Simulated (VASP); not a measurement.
Band structure of Tm (hcp). Level of theory: PBE GGA with D3 dispersion (Becke-Johnson damping), VASP's PBE PAW potentials (set 64) (plane waves; VASP).

The 4f electrons are frozen in the core of the lanthanide potential, so 4f levels, which can set the real gap, and their magnetism are missing.

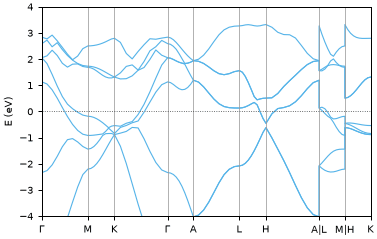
Figure: Bands along high-symmetry lines, zero at the valence-band maximum or, without a gap, the Fermi level

Task: Read the plot: is there a gap, and where are the band edges?

Result: It has no gap at this level: it comes out as a metal or semimetal. (Edges off the drawn lines would not show.)

The compound is Tm in the hcp structure. It was relaxed first.
